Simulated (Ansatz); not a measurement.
# Lattice dynamics of Sr (Fm-3m, 1 atom in the cell), part 2 of 2

Aim: the vibrations of Sr (Fm-3m, 1 atom in the cell), their spectra, and whether the structure is stable.

Ansatz 0.2.0; DFT PBE, scalar-relativistic, plane waves, PAW.

So far. Step 3 (Tight relaxation): The forces vanish by symmetry and the pressure is 0.000 GPa, within the tolerances set. The cell now holds 54.82 Å³/atom. The relaxed cell has a = 6.030 Å (conventional setting).

## 4. The dispersion

Stability and thermal properties need the whole zone. Linear response on a 4×4×4 q mesh gives force constants as far as a supercell of that size would.

Contents of input.yaml:

```yaml
crystal:
  lattice:
    - [0.0, 3.015089922, 3.015089922]
    - [3.015089922, 0.0, 3.015089922]
    - [3.015089922, 3.015089922, 0.0]
  atoms:
    - { symbol: Sr, position: [0.0, 0.0, 0.0] }
kpoints:
  mp_grid: { grid: [12, 12, 12] }
hamiltonian:
  xc: pbe
scf:
  occupations: { method: methfessel_paxton, width: 0.2 }
output:
  eigenvalues: true
phonons:
  method: dfpt
  qmesh: [4, 4, 4]
  temperatures: { t_max: 1000, t_step: 50 }
  qpath:
    path:
      - [[0.0, 0.0, 0.0], [0.5, 0.0, 0.5], [0.625, 0.25, 0.625]]
      - [[0.375, 0.375, 0.75], [0.0, 0.0, 0.0], [0.5, 0.5, 0.5], [0.5, 0.25, 0.75], [0.5, 0.0, 0.5]]
    npoints: 10
```

Launch:

```bash
$ ansatz run input.yaml --threads 4 --pin off --max-ram 7168MiB --backend cpu --events-out ev --progress --plain --runs-dir out
```

Numbers of over 12 decimals in the logs are rounded to 6 here.

The log of the run:

```text
[...]
Crystal: 1 atoms, lattice volume = 54.819 Å³
Basis set: ecut = 420 eV, 1067 PW (Γ), exchange–correlation on 60×60×60 points (8 copies of the dense FFT grid, shifted against one another)
Bands: 9, of which v1, the nominal top of the filled ones, is band 5 counted from 1 (4 counted from 0)
Symmetry: 48 space group operations
k-points: 72 of 1728
[...]
SCF iter   1: F=—  HF=-3544.220163 eV  |F-HF|=—  |Δ(HF+E_count)|=         —  Δρ=9.89e-4  dr2=8.93e-4  ethr=1.77e-3  ⟨swp⟩=6.5  Hψ=5538  notcnv=0
[...]
SCF iter   8: F=-3544.220712 eV  HF=-3544.220712 eV  |F-HF|=1.36e-12  |Δ(HF+E_count)|=  1.55e-11  S|Δr|=    0.00e0  Δρ=2.72e-8  dr2=9.38e-14  ethr=1.00e-12  ⟨swp⟩=7.4  Hψ=3515  notcnv=0
SCF 1 converged in 8 iterations: F = -3544.220712 eV  dr2 = 9.38e-14
[...]
NSCF: frozen V_eff on 72 k-points
[...]
DFPT response loops at q = (0, 0, 0) (fractional): preconditioner auto → Kerker (q_TF=auto, 2.055 Å⁻¹) (partly filled bands, converged f_vac=0.000); β = 1.00, the filter's whole step (`scf.mixing.beta` (0.50) is not read by the response loops under this deck's `scf.mixing.preconditioner`; to damp them name `kerker` or `kerker_dos`, under which they read `scf.mixing.beta`, and type it under 1.00, their step now; both keys bind the ground state too); Broyden in place of MSR1
[...]
SCF converged after 8 iterations
[...]
Free energy (F): -3544.220712 eV
[...]
Internal energy: -3544.219405 eV  (E = F + TS)
E sigma→0 (E₀):  -3544.220385 eV
Entropy (-TS):   -0.001307 eV (-1.307 meV/atom)
Fermi energy:    5.096257 eV
[...]
--- Band table (eV; the first three rows and the last of 72) ---
[...]
--- Phonons (Γ-DFPT): 1 representative perturbation + reference (Σ response iterations 3) ---
  ASR residual: 6.229e-5 → 0.000e0 eV/Å²; symmetrization residual: 5.551e-16 eV/Å²
  ASR residual per site (eV/Å²): 6.23e-5
  Γ frequencies (cm⁻¹): 0.00 0.00 0.00
--- Phonons (arbitrary-q DFPT): 8 irreducible q on the 4×4×4 mesh ---
  q = [0.0000, 0.0000, 0.0000] (star 1, of the zone-centre solve; hermiticity 2.15e-12, symmetrization 8.91e-12): -0.00 0.00 0.00
  q = [0.0000, 0.0000, 0.2500] (star 8, 1 solved perturbation on 936 of 1728 k-point pairs; hermiticity 7.62e-14, symmetrization 4.35e-13): 32.49 32.49 69.55
[...]
q = [0.0000, 0.2500, 0.2500] (star 6, 2 solved perturbations in 804 linear systems a pass and spin channel, the states on 510 of 1728 k-point pairs; hermiticity 3.18e-13, symmetrization 2.37e-13): 54.86 54.86 67.59
[...]
sum rule: each row above includes the acoustic sum rule's correction from the zone centre's row sums; it moved no ω² by more than (0.44 cm⁻¹)²
  mesh force constants: q→R imaginary residual 0.00e0; ASR residual 6.229e-5 → 0.000e0 eV/Å²; symmetrization residual 6.661e-16 eV/Å²
  interpolated dispersion: 62 rows × 3 modes
  density of states and harmonic sums: on the 20×20×20 q-mesh, interpolated from the force constants of a 4×4×4 supercell (no non-analytic term)
  largest difference from the sums on the solved wave vectors: F 1.49e-2 eV, S 1.89e-5 and C_V 4.01e-6 eV/K
  zero-point energy: 0.012748 eV/cell   skipped modes (ω ≤ 0): 3   left out of the sums: 1.25e-4 of the cell's modes: C_V's classical limit lies that fraction below 3 k_B per atom; for a crystal, a wire or a layer, F and S can be off by more, and a phonons.interpolated_qmesh denser along its periods is the remedy for the sampling
```

Wall time 60 s (4 threads of Arm Neoverse V2, shared host); peak memory 1.9 GiB; 3.9 min of CPU time.

In the SCF lines HF is the Harris–Foulkes energy and dr2 the Hartree energy of the density residual, in eV; the loop may stop once dr2 is under the threshold and the program's other checks hold. Hψ counts applications of the Hamiltonian.

Numbers from this step:

```yaml
sum_rule_residual_before_enforcement: 6.23e-5 eV/Å²
lowest_frequency_on_the_path: 0 cm⁻¹
highest_frequency_on_the_path_or_at_a_solved_wavevector: 102.8 cm⁻¹
mean_frequency: 68.5 cm⁻¹
debye_temperature_second_moment: 132 K
logarithmic_mean_frequency: 65.1 cm⁻¹
lowest_mode_on_the_q_mesh_acoustic_modes_at_gamma_apart: 32.49 cm⁻¹
zero_point_energy_per_atom: 12.75 meV
heat_capacity_at_300_k: 24.70 J/(mol atoms K)
vibrational_entropy_at_300_k: 54.09 J/(mol atoms K)
```

Frequencies (cm⁻¹) solved at each irreducible wavevector; negative means imaginary. Frequencies by wavevector, by row:

| q in reciprocal lattice units | star | mode 1 | mode 2 | mode 3 |
| --- | --- | --- | --- | --- |
| 0 0 0 | 1 | 0 | 0 | 0 |
| 0 0 0.25 | 8 | 32.5 | 32.5 | 69.5 |
| 0 0 -0.5 | 4 | 48.6 | 48.6 | 94.7 |
| 0 0.25 0.25 | 6 | 54.9 | 54.9 | 67.6 |
| 0 0.25 -0.5 | 24 | 64.1 | 71.2 | 94.1 |
| 0 0.25 -0.25 | 12 | 44.5 | 74.8 | 83.2 |
| 0 -0.5 -0.5 | 3 | 77.5 | 77.5 | 102.8 |
| 0.25 -0.5 -0.25 | 6 | 66.7 | 91.4 | 91.4 |

Interpolated from a 4×4×4 q mesh. The phonon branches at the labelled points (cm⁻¹):

```csv
point,branch 1,branch 2,branch 3
Γ,0,0,0
X,78,78,103
U,68,83,96
jump to K,68,83,96
Γ,0,0,0
L,49,49,95
W,67,91,91
X,78,78,103
```

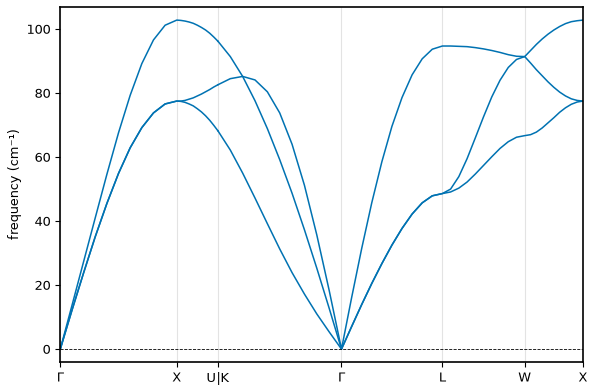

Phonon branches along the path.

The phonon density of states has structure finer than the step of the table below, so its rows give means over 5 cm⁻¹, whole bins alone (the curve runs from 0.5 to 102 cm⁻¹). Peaks (cm⁻¹: height): 66.5: 0.0578, 93.5: 0.118.

Tetrahedra on a 20×20×20 mesh, mean over bins of 1 cm-1. Interpolated from a 4×4×4 q mesh. The phonon density of states by wavenumber; means over each step:

```csv
wavenumber (cm⁻¹),phonon density of states (1/cm⁻¹/cell)
5,1.8e-4
10,0.00111
15,0.00265
20,0.00460
25,0.00706
30,0.0102
35,0.0141
40,0.0194
45,0.0274
50,0.0422
55,0.0474
60,0.0517
65,0.0559
70,0.0479
75,0.0453
80,0.0474
85,0.0441
90,0.0546
95,0.0633
100,0.0133
```

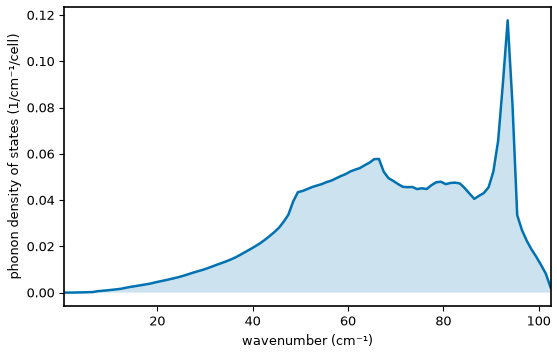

Phonon density of states, plotted against wavenumber.

Second derivatives of the energy by pair, one row for each kind of neighbour of each atom listed. Each entry sums the pair over the periodic images of the supercell that the q mesh stands for, and in a polar crystal it holds the long-range dipole part too. Force constants by pair, by row:

| atom | neighbour | distance (Å) | third of the trace (eV/Å²) | along the pair's line (eV/Å²) |
| --- | --- | --- | --- | --- |
| Sr1 | itself | 0 | 1.637 | – |
| Sr1 | Sr | 4.264 | -0.1477 | -0.406 |
| Sr1 | Sr | 6.03 | 0.0308 | 0.093 |
| Sr1 | Sr | 7.385 | -0.0024 | -0.0125 |

Harmonic thermodynamic functions per atom, from the density of states. Interpolated from a 4×4×4 q mesh. Thermodynamic functions, by row:

| T (K) | F_vib (meV/atom) | S (J/mol-atom/K) | C_V (J/mol-atom/K) |
| --- | --- | --- | --- |
| 0 | 12.75 | 0 | 0 |
| 50 | 10.29 | 13.16 | 18.06 |
| 100 | -0.57 | 27.63 | 22.89 |
| 200 | -38.65 | 44.13 | 24.4 |
| 300 | -89.88 | 54.09 | 24.7 |
| 400 | -149.8 | 61.21 | 24.8 |
| 500 | -216.2 | 66.75 | 24.85 |
| 600 | -287.8 | 71.29 | 24.88 |
| 700 | -363.8 | 75.12 | 24.9 |
| 800 | -443.4 | 78.45 | 24.91 |
| 900 | -526.2 | 81.38 | 24.91 |
| 1000 | -612 | 84.01 | 24.92 |

Harmonic mean-square displacement, third of the trace. Interpolated from a 4×4×4 q mesh. Mean square displacements, by row:

```
T (K)  Sr1 U_eq (Å²)
    0        0.00318
  100         0.0097
  300         0.0279
  600        0.05557
```

Symmetry leaves 8 wavevectors to solve. The lowest mode among them, the acoustic zeros apart, lies at q = (0, 0, 0.25) and is real, 32.5 cm⁻¹.

## 5. Finite displacements in a supercell

Finite displacements in a 2×2×2 supercell give force constants from forces alone. They are exact at the wavevectors that the supercell holds, where they check the linear-response result.

Changes to input.yaml since step 4:

```diff
@@ -16,4 +16,4 @@
 phonons:
-  method: dfpt
-  qmesh: [4, 4, 4]
+  method: fd
+  supercell: [2, 2, 2]
   temperatures: { t_max: 1000, t_step: 50 }
```

The log of the run:

```text
[...]
Crystal: 8 atoms, lattice volume = 438.552 Å³
Basis set: ecut = 420 eV, 8609 PW (Γ), exchange–correlation on 120×120×120 points (8 copies of the dense FFT grid, shifted against one another)
Bands: 60, of which v1, the nominal top of the filled ones, is band 40 counted from 1 (39 counted from 0)
Symmetry: 384 space group operations
k-points: 16 of 216
[...]
SCF iter   1: F=—  HF=-28353.765696 eV  |F-HF|=—  |Δ(HF+E_count)|=         —  Δρ=7.58e-8  dr2=3.05e-11  ethr=1.00e-12  ⟨swp⟩=3.0  Hψ=2454  notcnv=0
[...]
SCF iter   2: F=-28353.765696 eV  HF=-28353.765696 eV  |F-HF|=1.82e-11  |Δ(HF+E_count)|=  1.09e-11  S|Δr|=    0.00e0  Δρ=4.51e-8  dr2=1.25e-11  ethr=1.00e-12  ⟨swp⟩=3.9  Hψ=2406  notcnv=0
SCF 1 converged in 2 iterations: F = -28353.765696 eV  dr2 = 1.25e-11
[...]
Symmetry: 8 space group operations
k-points: 30 of 216 (time reversal used)
[...]
SCF iter   7: F=-28353.765691 eV  HF=-28353.765691 eV  |F-HF|=3.64e-12  |Δ(HF+E_count)|=    0.00e0  S|Δr|=    0.00e0  Δρ=8.07e-9  dr2=5.66e-13  ethr=1.00e-12  ⟨swp⟩=6.3  Hψ=6769  notcnv=0
SCF 2 converged in 7 iterations: F = -28353.765691 eV  dr2 = 5.66e-13
[...]
SCF converged after 2 iterations
[...]
Free energy (F): -28353.765696 eV
[...]
Internal energy: -28353.755238 eV  (E = F + TS)
E sigma→0 (E₀):  -28353.763081 eV
Entropy (-TS):   -0.010458 eV (-1.307 meV/atom)
Fermi energy:    5.096257 eV
[...]
--- Band table (eV; the first three rows and the last of 16) ---
  k-point 0: bands = [... 36 lower, 3.9740, 4.4516, 4.4516, 4.4516, 5.1564, 5.1564, 5.1564, 5.1564, ... 16 higher]
  k-point 1: bands = [... 36 lower, 4.0325, 4.4465, 4.4465, 4.4465, 5.1819, 5.1819, 5.1819, 5.4125, ... 16 higher]
  k-point 2: bands = [... 36 lower, 4.1764, 4.4151, 4.4151, 4.4151, 5.2664, 5.2664, 5.2664, 5.5090, ... 16 higher]
  k-point 15: bands = [... 36 lower, 4.4076, 4.4076, 5.0146, 5.0146, 5.6094, 5.6094, 5.7538, 5.7538, ... 16 higher]
--- Phonons: 1 displaced member + reference (amplitude 0.0025 Å, Σ member SCF iterations 7) ---
  symmetry images taken by strict's conditions (phonons.symmetry_images: auto; settled by no image being taken that strict refuses)
  ASR residual: 4.519e-6 → 0.000e0 eV/Å²; symmetrization residual: 1.554e-15 eV/Å²
  largest component of a force at the reference: 2.3e-29 eV/Å
  ASR residual per site (eV/Å²): 4.52e-6
  Γ frequencies (cm⁻¹): 0.00 0.00 0.00
[...]
```

The job ended after 14 s (4 threads; peak memory 1.3 GiB; 54 s of CPU time).

Numbers from this step:

- atoms in the supercell: 8
- sum-rule residual before enforcement: 4.52e-6 eV/Å²

Interpolated from a 2×2×2 supercell, rough between the solved points. The phonon branches at the labelled points (cm⁻¹):

| point | branch 1 | branch 2 | branch 3 |
| --- | --- | --- | --- |
| Γ | 0 | 0 | 0 |
| X | 78 | 78 | 103 |
| U | 71 | 85 | 94 |
| jump to K | 71 | 85 | 94 |
| Γ | 0 | 0 | 0 |
| L | 49 | 49 | 95 |
| W | 75 | 89 | 89 |
| X | 78 | 78 | 103 |

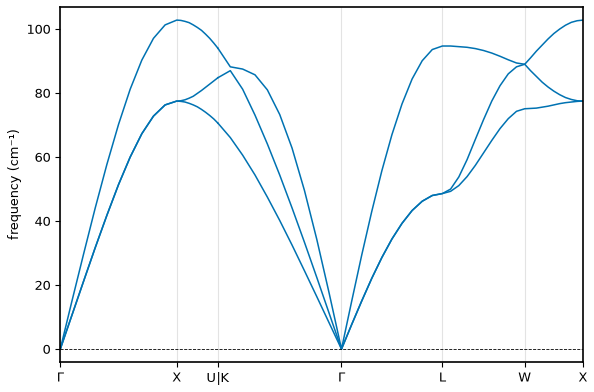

Phonon branches along the path.

The phonon density of states has structure finer than the step of the table below, so its rows give means over 5 cm⁻¹, whole bins alone (the curve runs from 0.5 to 102 cm⁻¹). Peaks (cm⁻¹: height): 74.5: 0.0629, 92.5: 0.108.

Tetrahedra on a 18×18×18 mesh, mean over bins of 1 cm-1. Interpolated from a 2×2×2 supercell, rough between the solved points. Table of phonon density of states by wavenumber; means over each step:

```csv
wavenumber (cm⁻¹),phonon density of states (1/cm⁻¹/cell)
5,1.5e-4
10,7.6e-4
15,0.00188
20,0.00355
25,0.00568
30,0.00863
35,0.0125
40,0.0178
45,0.0262
50,0.0415
55,0.0466
60,0.0501
65,0.0541
70,0.0587
75,0.0567
80,0.0454
85,0.0420
90,0.0687
95,0.0493
100,0.00946
```

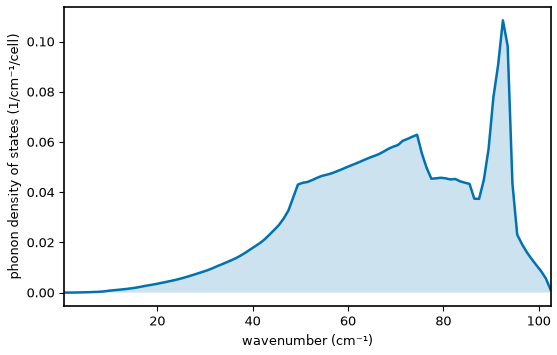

Phonon density of states against wavenumber.

## 6. Outcome

```yaml
space_group_after_relaxation_within_0p01_a: Fm-3m
volume_per_atom: 54.8 Å³
electronic_character: no gap on this mesh
lowest_mode_on_the_q_mesh_acoustic_modes_at_gamma_apart: 32.5 cm⁻¹
highest_frequency_on_the_path_or_at_a_solved_wavevector: 103 cm⁻¹
zero_point_energy_per_atom: 12.8 meV
heat_capacity_at_300_k: 24.7 J/(mol atoms K)
vibrational_entropy_at_300_k: 54.1 J/(mol atoms K)
debye_temperature_second_moment: 132 K
imaginary_modes_on_the_4x4x4_q_mesh: none
```

What this shows: The structure is a minimum as far as tested: no mode is imaginary at the 8 irreducible wavevectors of the 4×4×4 mesh, and the softest away from the acoustic zeros lies at 32 cm⁻¹. With no gap, or one that is small against the smearing, the frequencies hang on the k mesh and the smearing, most of all near Kohn anomalies. A phonon run warned that its eigensolver left some bands unconverged in a pass. These are harmonic frequencies at zero temperature: anharmonic shifts, linewidths and thermal expansion are left out.

[Logs are printed without paths, hosts, clocks, repeated set-up lines and the standing remarks that a program may print on its own settings, such as how far it seeks lower states.]

[Hosts, paths, dates, database ids (printed as entryN), source tags and the programs' standing remarks are cut or masked in the printed files.]
